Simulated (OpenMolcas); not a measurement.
## Multiconfigurational calculation for Pd⁷⁺ (part 2 of 2)

Continued. System: Pd⁷⁺. Method: state-averaged CASSCF, active space 3 electrons in the shell 4d, basis ANO-RCC-MB, DKH3 scalar Hamiltonian, spin-orbit coupling by RASSI with atomic mean-field integrals (OpenMolcas).

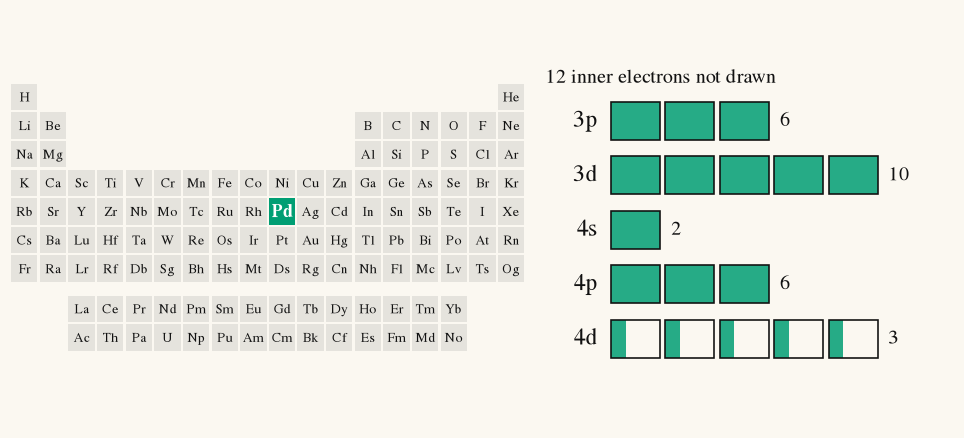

Left, the place of palladium in the periodic table; right, the outer shells of the leading configuration of the lowest level: a box for each of the 2l + 1 orbitals, shaded by the share of the shell that is filled, with the electron count at the right.

## The program's output (extracts), continued
```
--- RASSI ---
SPIN-FREE ENERGIES:
  (Shifted by EMIN (a.u.) =      -5029.0277190318)

 SF State       Relative EMIN(au)   Rel lowest level(eV)    D:o, cm**(-1)      L_eff

     1             0.0000000000        0.0000000000              0.0000         3.0
     2             0.0000000000        0.0000000000              0.0000         3.0
     3             0.0000000000        0.0000000000              0.0000         3.0
     4             0.0000000000        0.0000000000              0.0000         3.0
     5             0.0000000000        0.0000000000              0.0000         3.0
     6             0.0000000000        0.0000000000              0.0000         3.0
     7             0.0000000000        0.0000000000              0.0000         3.0
     8             0.0575209811        1.5652256345          12624.3961         1.0
     9             0.0575209811        1.5652256345          12624.3961         1.0
    10             0.0575209811        1.5652256345          12624.3961         1.0
    11             0.0601841893        1.6376952220          13208.9028         4.0
    12             0.0601841893        1.6376952220          13208.9028         4.0
    13             0.0601841893        1.6376952220          13208.9028         4.0
    14             0.0601841893        1.6376952220          13208.9028         4.0
    15             0.0601841893        1.6376952220          13208.9028         4.0
    16             0.0601841893        1.6376952220          13208.9028         4.0
    17             0.0601841893        1.6376952220          13208.9028         4.0
    18             0.0601841893        1.6376952220          13208.9028         4.0
    19             0.0601841893        1.6376952220          13208.9028         4.0
    20             0.0793578497        2.1594371001          17417.0348         4.0
    21             0.0793578497        2.1594371001          17417.0348         4.2
    22             0.0793578497        2.1594371001          17417.0348         4.0
    23             0.0793578497        2.1594371001          17417.0348         4.5
    24             0.0793578497        2.1594371001          17417.0348         3.6
    25             0.0793578497        2.1594371001          17417.0348         4.8
    26             0.0793578497        2.1594371001          17417.0348         4.4
    27             0.0793578497        2.1594371001          17417.0348         4.8
    28             0.0793578497        2.1594371001          17417.0348         4.9
    29             0.0793578497        2.1594371001          17417.0348         4.7
    30             0.0793578497        2.1594371001          17417.0348         4.4
    31             0.0793578497        2.1594371001          17417.0348         4.3
    32             0.0793578497        2.1594371001          17417.0348         4.7
    33             0.0793578497        2.1594371001          17417.0348         4.4
    34             0.0867026378        2.3592989658          19029.0295         2.0
    35             0.0867026378        2.3592989658          19029.0295         2.0
    36             0.0867026378        2.3592989658          19029.0295         2.0
    37             0.0867026378        2.3592989658          19029.0295         2.0
    38             0.0867026378        2.3592989658          19029.0295         2.0
    39             0.1368788308        3.7246627347          30041.4309         3.0
    40             0.1368788308        3.7246627347          30041.4309         3.0
Eigenvalues of complex Hamiltonian:
   -----------------------------------
  (Shifted by EMIN (a.u.) =      -5029.0277190318)

 SO State       Relative EMIN(au)   Rel lowest level(eV)    D:o, cm**(-1)     J-value

     1            -0.0129642149        0.0000000000              0.0000         1.4
     2            -0.0129642149        0.0000000000              0.0000         1.0
     3            -0.0129642149        0.0000000000              0.0000         1.3
     4            -0.0129642149        0.0000000000              0.0000         0.9
     5            -0.0073524274        0.1527045155           1231.6450         1.8
     6            -0.0073524274        0.1527045155           1231.6450         1.4
     7            -0.0073524274        0.1527045155           1231.6450         2.1
     8            -0.0073524274        0.1527045155           1231.6450         2.1
     9            -0.0073524274        0.1527045155           1231.6450         2.0
    10            -0.0073524274        0.1527045155           1231.6450         2.2
    11            -0.0004742002        0.3398706135           2741.2414         3.2
    12            -0.0004742002        0.3398706135           2741.2414         2.6
    13            -0.0004742002        0.3398706135           2741.2414         3.2
    14            -0.0004742002        0.3398706135           2741.2414         2.2
    15            -0.0004742002        0.3398706135           2741.2414         3.0
    16            -0.0004742002        0.3398706135           2741.2414         2.7
    17            -0.0004742002        0.3398706135           2741.2414         3.1
    18            -0.0004742002        0.3398706135           2741.2414         1.9
    19             0.0070799616        0.5454298289           4399.1882         2.3
    20             0.0070799616        0.5454298289           4399.1882         3.8
    21             0.0070799616        0.5454298289           4399.1882         2.6
    22             0.0070799616        0.5454298289           4399.1882         4.0
    23             0.0070799616        0.5454298289           4399.1882         4.1
    24             0.0070799616        0.5454298289           4399.1882         3.8
    25             0.0070799616        0.5454298289           4399.1882         3.7
    26             0.0070799616        0.5454298289           4399.1882         3.3
    27             0.0070799616        0.5454298289           4399.1882         3.9
    28             0.0070799616        0.5454298289           4399.1882         3.9
    29             0.0502417599        1.7199221923          13872.1080         1.1
    30             0.0502417599        1.7199221923          13872.1080         0.8
    31             0.0502417599        1.7199221923          13872.1080         1.4
    32             0.0502417599        1.7199221923          13872.1080         1.2
    33             0.0507359496        1.7333697783          13980.5701         0.4
    34             0.0507359496        1.7333697783          13980.5701         0.4
    35             0.0559287245        1.8746723825          15120.2525         3.1
    36             0.0559287245        1.8746723825          15120.2525         3.1
    37             0.0559287245        1.8746723825          15120.2525         3.1
    38             0.0559287245        1.8746723825          15120.2525         3.0
    39             0.0559287245        1.8746723825          15120.2525         2.0
    40             0.0559287245        1.8746723825          15120.2525         2.9
    41             0.0559287245        1.8746723825          15120.2525         2.0
Weights of the five most important spin-orbit-free states for each spin-orbit state.

 SO State  Total energy (au)           Spin-free states, spin, and weights
 -------------------------------------------------------------------------------------------------------
    1        -0.012964       6 1.5  0.1884    7 1.5  0.1871    5 1.5  0.1742    4 1.5  0.1740    2 1.5  0.1539
    2        -0.012964       7 1.5  0.2137    3 1.5  0.1691    5 1.5  0.1668    1 1.5  0.1656    2 1.5  0.1219
    3        -0.012964       6 1.5  0.2339    2 1.5  0.1633    4 1.5  0.1501    1 1.5  0.1311    5 1.5  0.1146
    4        -0.012964       1 1.5  0.2195    3 1.5  0.2194    4 1.5  0.1357    2 1.5  0.1227    5 1.5  0.1062
    5        -0.007352       1 1.5  0.1946    6 1.5  0.1797    4 1.5  0.1772    2 1.5  0.1578    3 1.5  0.1053
    6        -0.007352       3 1.5  0.2183    1 1.5  0.2017    2 1.5  0.1732    4 1.5  0.1638    6 1.5  0.1512
    7        -0.007352       7 1.5  0.2112    5 1.5  0.2097    4 1.5  0.1587    1 1.5  0.1383    3 1.5  0.1132
    8        -0.007352       6 1.5  0.1903    7 1.5  0.1791    2 1.5  0.1690    5 1.5  0.1630    3 1.5  0.1213
    9        -0.007352       6 1.5  0.1799    5 1.5  0.1665    7 1.5  0.1639    3 1.5  0.1485    2 1.5  0.1420
   10        -0.007352       5 1.5  0.2020    1 1.5  0.1835    3 1.5  0.1448    7 1.5  0.1435    4 1.5  0.1220
   11        -0.000474       7 1.5  0.2893    5 1.5  0.1905    3 1.5  0.1441    6 1.5  0.1257    1 1.5  0.1206
   12        -0.000474       3 1.5  0.2216    4 1.5  0.1652    7 1.5  0.1590    5 1.5  0.1398    2 1.5  0.1245
```

## Spin-orbit levels, grouped by J and assigned

```
Configuration                  Level  E (cm⁻¹)  LS purity (%)  Landé g
          4d³                  ⁴F₃/₂         0             98    0.406
          4d³                  ⁴F₅/₂     1,232             99    1.030
          4d³                  ⁴F₇/₂     2,741             99    1.236
          4d³                  ⁴F₉/₂     4,399             97    1.328
          4d³                  ⁴P₃/₂    13,870             81    1.637
          4d³                  ⁴P₁/₂    13,980             92    2.519
          4d³                  ²G₇/₂    15,120             99    0.892
          4d³                  ⁴P₅/₂    15,900             98    1.594
          4d³                  ²G₉/₂    15,980             73    1.067
          4d³  J = 3/2 (even, mixed)    19,210             50    1.121
          4d³                  ²P₁/₂    19,880             92    0.818
          4d³                  ²H₉/₂    20,660             76    0.959
          4d³                 ²H₁₁/₂    20,890            100    1.091
          4d³                  ²D₅/₂    22,800             98    1.205
          4d³  J = 3/2 (even, mixed)    23,670             52    1.103
          4d³                  ²F₇/₂    32,670             99    1.142
          4d³                  ²F₅/₂    33,120             99    0.862
          4d³                  ²D₅/₂    50,300             98    1.197
          4d³                  ²D₃/₂    50,860            100    0.800
```

## Key numbers

```
                                 quantity                                                                 value
                                  outcome                                                             converged
                             lowest level                                                             4d³ ⁴F₃/₂
                      first excited level                                                 4d³ ⁴F₅/₂, 1,232 cm⁻¹
      energy of the lowest spin-free term                                                   −5029.02772 hartree
    energy of the lowest spin-orbit level                                                   −5029.04068 hartree
largest spread among components of a term                                                              0.0 cm⁻¹
                                 hardware  1 thread of Arm Neoverse V2, 24 GiB of memory available, shared host
                                wall time                                                                   7 s
```

## Notes

Without dynamic correlation the splittings between terms come out too large, often by 20 to 50 %. Caveats: small basis contracted for the neutral atom, rough for a high charge; only configurations of the active space are included.
